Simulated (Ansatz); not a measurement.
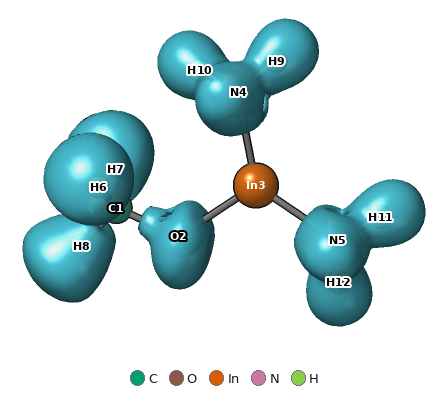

The picture shows: CH7InN2O (SMILES C[O][In]([NH2])[NH2]). Isosurface of the electron localisation function at 0.75 (cyan), seen at an oblique angle. Core shells and regions of very low density are left out.

Geometry: PBE0-D4/def2-TZVP; core potentials replace the inner electrons of In.

All numbers below come from RKS PBE0-D4/def2-TZVPP in Ansatz 0.2.0.

Input

```
crystal:
  periodic: [false, false, false]
  atoms:
    - {symbol: C, position_ang: [-1.823631, 0.718162, 1.001834]}
    - {symbol: O, position_ang: [-1.369905, -0.337870, 0.204322]}
    - {symbol: In, position_ang: [0.522455, -0.453312, -0.401181]}
    - {symbol: N, position_ang: [1.768395, 0.963249, 0.319414]}
    - {symbol: N, position_ang: [0.971972, -2.170677, -1.348994]}
    - {symbol: H, position_ang: [-1.271049, 0.811986, 1.948439]}
    - {symbol: H, position_ang: [-1.771951, 1.692829, 0.492490]}
    - {symbol: H, position_ang: [-2.875789, 0.544478, 1.256544]}
    - {symbol: H, position_ang: [2.613807, 1.137791, -0.204973]}
    - {symbol: H, position_ang: [1.331497, 1.849353, 0.531899]}
    - {symbol: H, position_ang: [1.726161, -2.131835, -2.019740]}
    - {symbol: H, position_ang: [0.178047, -2.624145, -1.780053]}
basis:
  gaussian: {orbitals: def2-TZVPP}
hamiltonian: {xc: pbe0, dispersion: d4}
output: {orbitals: {seedname: orbitals}}
```

Command:

```sh
ansatz run in.yaml --threads 4 --pin off --events-out ev --progress --plain --max-ram 10444MiB
```

Q: Where are the electrons localised?

A: At this value the surface marks out three regions around hydrogen nuclei, one region on O in which the atom's valence shell and bonds are merged and two joined regions spread over several atoms (H, N), in which their bonds and any lone pairs are merged. Along the contacts the grid gives the following. C–O (1.40 Å): the ELF peaks at about 0.85 between the atoms; a polar covalent bond. In–O (1.99 Å): the ELF peaks at about 0.85 in the valence shell of O, 0.6 Å from its nucleus, and drops to about 0.15 between the two atoms.
